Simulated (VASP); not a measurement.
# Cu2SeS with AM05: from relaxation to properties, part 4 of 8

Aim: relax Cu2SeS, then compute properties on the relaxed cell. The cell is invented: it takes the structure of a Materials Project entry for Mg2SeS (space group 115 there), with some of its atoms replaced by other elements, volume scaled by an estimate. It may not be a known or stable phase. The atoms of the start are displaced at random from the sites of a P-4m2 cell.

VASP 6.6.1; AM05, no spin polarisation; plane waves and PAW (Se, Cu, S); invented cell.

Still holding for the runs below: This run has no spin polarisation, although Cu can carry a moment.

So far. Step 4 (Density, ELF and potential (AM05)): In this run the pressure is 0.07 GPa, with stress components up to 0.98 GPa and forces up to 0.024 eV/Å, so either the cell is not fully relaxed at these settings or the loop stopped before the stress settled. Step 5 (Bands along the symmetry lines (AM05)): There is no gap at this level.

## (6) Total and projected DOS (AM05)

A density of states needs more k-points than a total energy; ISMEAR = -5 takes tetrahedra, and LORBIT projects the states on the PAW spheres. The mesh is finer than in the run before.

File INCAR:

```
SYSTEM = Cu2SeS
PREC = Accurate
ENCUT = 400
EDIFF = 1E-06
NELM = 100
ISMEAR = -5
SIGMA = 0.05
LREAL = .FALSE.
ALGO = Normal
GGA = AM
NBANDS = 31
LORBIT = 11
LWAVE = .FALSE.
LCHARG = .FALSE.
KPAR = 2
NEDOS = 2001
```

File POSCAR:

```
Cu2SeS
1.0
    3.7800495400      0.0000000000      0.0000000000
    0.0000000000      3.7800495400      0.0000000000
    0.0000000000      0.0000000000      5.1132423600
Se Cu S
1 2 1
Direct
    0.5000000000      0.5000000000      0.5000000000
    0.0000000000      0.5000000000      0.2271366280
    0.5000000000      0.0000000000      0.7728633720
    0.0000000000      0.0000000000      0.0000000000
```

File KPOINTS:

```
Automatic mesh
0
Gamma
9 9 7
0 0 0
```

The projector-augmented-wave data sets are Se, Cu and S (PBE family, release 64).

Run with:

```
mpirun -np 2 vasp_std
```

What it wrote:

```text
[... set-up lines as in an earlier step ...]
 entering main loop
       N       E                     dE             d eps       ncg     rms          rms(c)
DAV:   1     0.236807575241E+03    0.23681E+03   -0.11824E+04  3787   0.111E+03
DAV:   2     0.615461940695E+01   -0.23065E+03   -0.21034E+03  3888   0.267E+02
DAV:   3    -0.187859030963E+02   -0.24941E+02   -0.23437E+02  4559   0.961E+01
DAV:   4    -0.197564436966E+02   -0.97054E+00   -0.96529E+00  4681   0.192E+01
DAV:   5    -0.197878044892E+02   -0.31361E-01   -0.31396E-01  4868   0.341E+00    0.158E+01
DAV:   6    -0.200856702505E+02   -0.29787E+00   -0.27851E+01  4523   0.136E+02    0.129E+01
DAV:   7    -0.164648357206E+02    0.36208E+01   -0.93063E+00  4809   0.790E+01    0.373E+00
DAV:   8    -0.164891647513E+02   -0.24329E-01   -0.75407E-01  5972   0.139E+01    0.211E+00
DAV:   9    -0.164673760120E+02    0.21789E-01   -0.10024E-01  5916   0.595E+00    0.515E-01
DAV:  10    -0.164674569932E+02   -0.80981E-04   -0.57553E-03  5992   0.444E-01    0.267E-01
DAV:  11    -0.164674329310E+02    0.24062E-04   -0.44381E-04  5884   0.330E-01    0.657E-02
DAV:  12    -0.164674992445E+02   -0.66314E-04   -0.15102E-04  5757   0.168E-01    0.270E-02
DAV:  13    -0.164675013375E+02   -0.20930E-05   -0.11038E-05  5450   0.317E-02    0.206E-02
DAV:  14    -0.164675004961E+02    0.84146E-06   -0.21112E-06  4044   0.128E-02
   1 F= -.16467500E+02 E0= -.16467500E+02  d E =0.000000E+00
 -----------------------------------------------------------------------------
|                                                                             |
|           W    W    AA    RRRRR   N    N  II  N    N   GGGG   !!!           |
|           W    W   A  A   R    R  NN   N  II  NN   N  G    G  !!!           |
|           W    W  A    A  R    R  N N  N  II  N N  N  G       !!!           |
|           W WW W  AAAAAA  RRRRR   N  N N  II  N  N N  G  GGG   !            |
|           WW  WW  A    A  R   R   N   NN  II  N   NN  G    G                |
|           W    W  A    A  R    R  N    N  II  N    N   GGGG   !!!           |
|                                                                             |
|     Tetrahedron method does not include variations of the Fermi             |
|     occupations, so forces and stress will be inaccurate. We suggest        |
|     using a different smearing scheme ISMEAR = 1 or 2 for metals in         |
|     relaxations.                                                            |
|                                                                             |
 -----------------------------------------------------------------------------
```

It took 22 s on 2 MPI ranks of Intel Xeon 6975P-C (Granite Rapids), shared host; peak memory 0.44 GiB.

Parts of OUTCAR (step 6):

```text
   k-points           NKPTS =     60   k-points in BZ     NKDIM =     60   number of bands    NBANDS=     31

   NELECT =      34.0000    total number of electrons

 E-fermi :   4.1952

 k-point     1 :       0.0000    0.0000    0.0000
  band No.  band energies     occupation
    ...
     11       1.6248      2.00000
     12       1.6957      2.00000
     13       1.9861      2.00000
     14       2.5769      2.00000
     15       2.5769      2.00000
     16       5.4586      0.00000
     17       5.4586      0.00000
     18       5.5652      0.00000
     19       7.3975      0.00000
     20       7.9977      0.00000
    ...

  Total       -0.1134800     -0.1134800      0.4681918      0.0000000      0.0000000      0.0000000
  in kB       -2.4885058     -2.4885058     10.2669876      0.0000000      0.0000000      0.0000000
  external PRESSURE =       1.7633253 kB  Pullay stress =       0.0000000 kB

 POSITION                                       TOTAL-FORCE (eV/Angst)
 -----------------------------------------------------------------------------------
      1.89002      1.89002      2.55662        -0.000000     -0.000000      0.000000
      0.00000      1.89002      1.16140         0.000000      0.000000     -0.019352
      1.89002      0.00000      3.95184        -0.000000      0.000000      0.019352
      0.00000      0.00000      0.00000        -0.000000      0.000000      0.000000
 -----------------------------------------------------------------------------------
    total drift:                                0.000000      0.000000      0.000000

  FREE ENERGIE OF THE ION-ELECTRON SYSTEM (eV)
  ---------------------------------------------------
  free  energy   TOTEN  =       -16.4675004961 eV

  energy  without entropy=      -16.4675004961  energy(sigma->0) =      -16.46750050

[... 6 parts as in an earlier step ...]

[... 10 further parts left out ...]
```

With tetrahedra the forces and stress of a metal are not exact derivatives of the energy.

This step gave:

* SCF cycles: 14
* irreducible k-points: 60
* free energy (TOTEN): -16.47 eV
* Fermi energy: 4.195 eV
* pressure: 0.1763 GPa
* DOS at the Fermi level: 3.489 states/eV/cell

The density of states has structure finer than the step of the table below, so its rows give means over 1 eV, whole bins alone (the curve runs from -12.0 to 7.07 eV). Peaks (eV: height): total -5.2: 8.61, -4.3: 9.87, -3.9: 19.2, -3.8: 18.6, -2.7: 37.1, -2.6: 50.5, -2.3: 9.42; Cu d -3.9: 10.9, -3.8: 11.2, -2.7: 33.5, -2.6: 47.5, -2.3: 7.97; Se p -5.2: 0.991, -3.9: 3.02, -3.8: 3.00, -3.7: 2.55, 0.0: 0.763.

States under -12.0 eV and over 7.1 eV are left out. Table of density of states by energy, zero at the Fermi level; means over each step; values in states/eV/cell:

```csv
energy (eV),total,Cu d,Se p
-7,0,0,0
-6,0.227,0.0204,0.0227
-5,4.03,0.772,0.429
-4,8.03,4.22,1.10
-3,8.94,8.19,0.0253
-2,4.46,3.41,0.143
-1,3.91,1.97,0.408
0,2.93,1.13,0.528
1,0.700,0.253,0.146
2,0,0,0
3,0.00154,7.1e-5,2.5e-5
4,0.301,0.0237,0.00641
5,2.42,0.142,0.0680
6,2.27,0.146,0.106
```

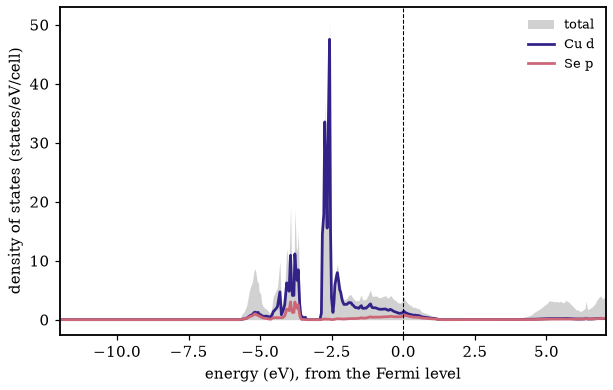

Density of states against energy.

The finer mesh and the other smearing move the Fermi level by -0.00 eV from the 6×6×5 run, a small shift, which tests the Fermi level alone. Of the states within 0.3 eV of the Fermi level, the largest shares in the PAW spheres are Cu d 38 % and Se p 19 %. The rest lies in smaller channels or between the spheres.

(Continued in part 5 of 8.)

[Lines on the potential files, build, host, timing and source positions are cut from VASP's logs without a mark.]

[Logs are printed without paths, hosts, clocks, repeated set-up lines and the standing remarks that a program may print on its own settings, such as how far it seeks lower states.]

[Hosts, paths, dates, database ids (printed as entryN), source tags and the programs' standing remarks are cut or masked in the printed files.]

[A measured line is paired with the nearest computed mode of its activity, which favours agreement.]
